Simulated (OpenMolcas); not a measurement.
**Multiconfigurational calculation: Cr³⁺ complex (part 2 of 2)**

The same run, continued: Cr³⁺ with 6 ligands (O; octahedron, 2.078 Å), embedded in MgO by model potentials and point charges, whose field is part of the energies. Method: state-averaged CASSCF, active space 3 electrons in the shell 3d, basis ANO-RCC-VDZP on the metal and ANO-RCC-VDZP on the ligands, DKH2 scalar Hamiltonian, spin-orbit coupling by RASSI with atomic mean-field integrals (OpenMolcas).

### The program's output (extracts), continued
```
--- RASSI ---
SPIN-FREE ENERGIES:
  (Shifted by EMIN (a.u.) =      -1508.9099495303)

 SF State       Relative EMIN(au)   Rel lowest level(eV)    D:o, cm**(-1)

     1             0.0000000000        0.0000000000              0.0000
     2             0.0706620134        1.9228113391          15508.5193
     3             0.0706620134        1.9228113391          15508.5193
     4             0.0706620134        1.9228113391          15508.5193
    11             0.0837038529        2.2776978714          18370.8723
    12             0.0837038529        2.2776978714          18370.8723
    13             0.0881395788        2.3984001217          19344.4016
    14             0.0881395788        2.3984001217          19344.4016
    15             0.0881395788        2.3984001217          19344.4016
     5             0.1092051766        2.9716242416          23967.7659
     6             0.1092051766        2.9716242416          23967.7659
     7             0.1092051766        2.9716242416          23967.7659
    16             0.1205565628        3.2805111947          26459.1072
    17             0.1205565628        3.2805111947          26459.1072
    18             0.1205565628        3.2805111947          26459.1072
    19             0.1400113556        3.8099030765          30728.9407
    20             0.1518090801        4.1309355146          33318.2419
    21             0.1518090801        4.1309355146          33318.2419
    22             0.1518090801        4.1309355146          33318.2419
    23             0.1564948866        4.2584428060          34346.6576
    24             0.1564948866        4.2584428060          34346.6576
    25             0.1564948866        4.2584428060          34346.6576
    26             0.1661140795        4.5201943770          36457.8264
    27             0.1661140795        4.5201943770          36457.8264
    10             0.1711009901        4.6558951281          37552.3267
     8             0.1711009901        4.6558951281          37552.3267
     9             0.1711009901        4.6558951281          37552.3267
    28             0.1826637970        4.9705351341          40090.0695
    29             0.1826637976        4.9705351489          40090.0696
    30             0.1826637976        4.9705351489          40090.0696
    31             0.2149428278        5.8488923072          47174.4979
    32             0.2149428284        5.8488923245          47174.4980
    33             0.2149428284        5.8488923245          47174.4980
    34             0.2235734250        6.0837428226          49068.6950
    35             0.2235734250        6.0837428226          49068.6950
    36             0.2235734250        6.0837428226          49068.6950
    37             0.2284870047        6.2174481375          50147.1011
    38             0.2394024478        6.5144724754          52542.7640
    39             0.2394024478        6.5144724754          52542.7640
    40             0.2394024483        6.5144724881          52542.7641
Eigenvalues of complex Hamiltonian:
   -----------------------------------
  (Shifted by EMIN (a.u.) =      -1508.9099495303)

 SO State       Relative EMIN(au)   Rel lowest level(eV)    D:o, cm**(-1)

     1            -0.0000583734        0.0000000000              0.0000
     2            -0.0000583734        0.0000000000              0.0000
     3            -0.0000583734        0.0000000000              0.0000
     4            -0.0000583734        0.0000000000              0.0000
     5             0.0701344622        1.9100443616          15405.5467
     6             0.0701344622        1.9100443616          15405.5467
     7             0.0703998168        1.9172650276          15463.7853
     8             0.0703998168        1.9172650276          15463.7853
     9             0.0703998168        1.9172650275          15463.7853
    10             0.0703998168        1.9172650275          15463.7853
    11             0.0707527240        1.9268681226          15541.2395
    12             0.0707527240        1.9268681226          15541.2395
    13             0.0707527240        1.9268681225          15541.2395
    14             0.0707527240        1.9268681226          15541.2395
    15             0.0709053209        1.9310204958          15574.7307
    16             0.0709053209        1.9310204958          15574.7307
    17             0.0837861739        2.2815263611          18401.7511
    18             0.0837861739        2.2815263611          18401.7511
    19             0.0837861739        2.2815263611          18401.7511
    20             0.0837861739        2.2815263611          18401.7511
    21             0.0879022407        2.3935302436          19305.1233
    22             0.0879022407        2.3935302436          19305.1233
    23             0.0879022406        2.3935302432          19305.1233
    24             0.0879022406        2.3935302432          19305.1233
    25             0.0884107941        2.4073686868          19416.7379
    26             0.0884107941        2.4073686868          19416.7379
    27             0.1085873920        2.9564018859          23844.9893
    28             0.1085873920        2.9564018859          23844.9893
    29             0.1087065215        2.9596435657          23871.1352
    30             0.1087065215        2.9596435657          23871.1352
    31             0.1087065215        2.9596435657          23871.1352
    32             0.1087065215        2.9596435657          23871.1352
    33             0.1095786606        2.9833756798          24062.5476
    34             0.1095786606        2.9833756799          24062.5476
    35             0.1095786606        2.9833756798          24062.5476
    36             0.1095786606        2.9833756799          24062.5476
    37             0.1099242778        2.9927804024          24138.4018
    38             0.1099242778        2.9927804024          24138.4018
    39             0.1204436813        3.2790279534          26447.1440
    40             0.1204436813        3.2790279534          26447.1440
    41             0.1204436813        3.2790279536          26447.1440
Weights of the five most important spin-orbit-free states for each spin-orbit state.

 SO State  Total energy (au)           Spin-free states, spin, and weights
 -------------------------------------------------------------------------------------------------------
    1        -0.000058       1 1.5  0.9993    2 1.5  0.0003    4 1.5  0.0002    3 1.5  0.0001   17 0.5  0.0001
    2        -0.000058       1 1.5  0.9993    2 1.5  0.0002    3 1.5  0.0002    4 1.5  0.0001   17 0.5  0.0001
    3        -0.000058       1 1.5  0.9993    3 1.5  0.0002    4 1.5  0.0002    2 1.5  0.0001   16 0.5  0.0001
    4        -0.000058       1 1.5  0.9993    4 1.5  0.0002    3 1.5  0.0002    2 1.5  0.0001   16 0.5  0.0001
    5         0.070134       2 1.5  0.3332    4 1.5  0.3332    3 1.5  0.3332    7 1.5  0.0001    6 1.5  0.0001
    6         0.070134       2 1.5  0.3332    4 1.5  0.3332    3 1.5  0.3332    7 1.5  0.0001    6 1.5  0.0001
    7         0.070400       3 1.5  0.5169    4 1.5  0.2658    2 1.5  0.2128   12 0.5  0.0013   11 0.5  0.0013
    8         0.070400       3 1.5  0.4956    4 1.5  0.3292    2 1.5  0.1707   12 0.5  0.0018   11 0.5  0.0008
    9         0.070400       2 1.5  0.4509    4 1.5  0.3979    3 1.5  0.1468   11 0.5  0.0013   12 0.5  0.0013
   10         0.070400       2 1.5  0.4930    4 1.5  0.3345    3 1.5  0.1681   11 0.5  0.0018   12 0.5  0.0008
   11         0.070753       2 1.5  0.4330    4 1.5  0.4092    3 1.5  0.1466   11 0.5  0.0049   12 0.5  0.0042
   12         0.070753       3 1.5  0.5126    4 1.5  0.2499    2 1.5  0.2262   12 0.5  0.0049   11 0.5  0.0042
```

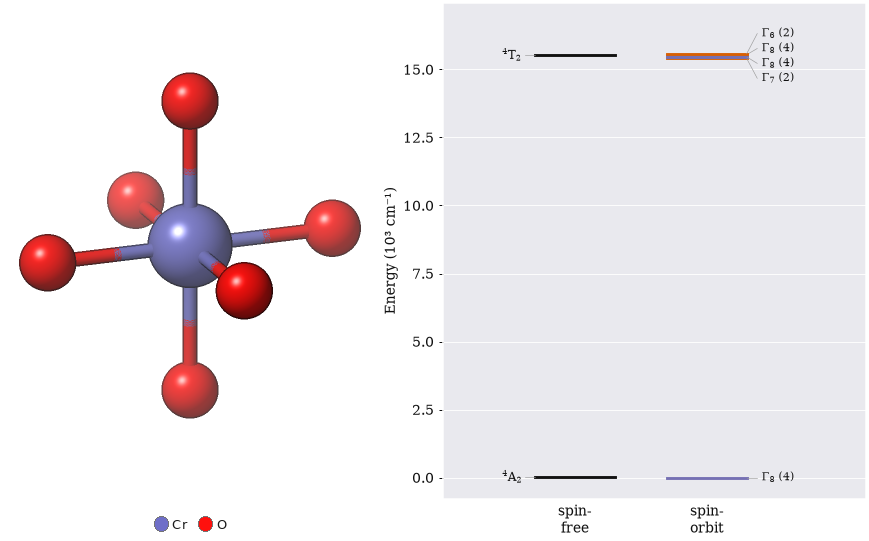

Cr³⁺ (3d³) as a dopant in MgO, a cluster with its 6 nearest O²⁻ at 2.078 Å (octahedron) embedded in model potentials and point charges; the geometry was set, not optimised, and its levels. Labels give the representation in O, Td, D4 or D3 as the site allows (double group for half-integer spin) where it could be assigned and, in brackets, the degeneracy; spin-free states, where drawn, share the zero of the spin-orbit levels. The ground level is Γ₈, 4-fold degenerate, 100 % from states of spin multiplicity 4. The next level lies at 15,400 cm⁻¹ (Γ₇). The lowest spin-free state is ⁴A₂; of the same spin there follows at 15,500 cm⁻¹ (⁴T₂) above it. The active orbitals hold 86 to 94 % metal character (Löwdin), and the Mulliken charge of the metal is +1.70.

### Key numbers

```
                                 quantity                                                                 value
                                  outcome                                                             converged
      energy of the lowest spin-free term                                                   −1508.90995 hartree
    energy of the lowest spin-orbit level                                                   −1508.91001 hartree
largest spread among components of a term                                                              0.0 cm⁻¹
                                 hardware  1 thread of Arm Neoverse V1, 24 GiB of memory available, shared host
                                wall time                                                                  26 s
                              peak memory                                                              0.18 GiB
```

### Notes

Without dynamic correlation the splittings between terms come out too large, often by 20 to 50 %. Caveats: the geometry is set by hand, with no relaxation.
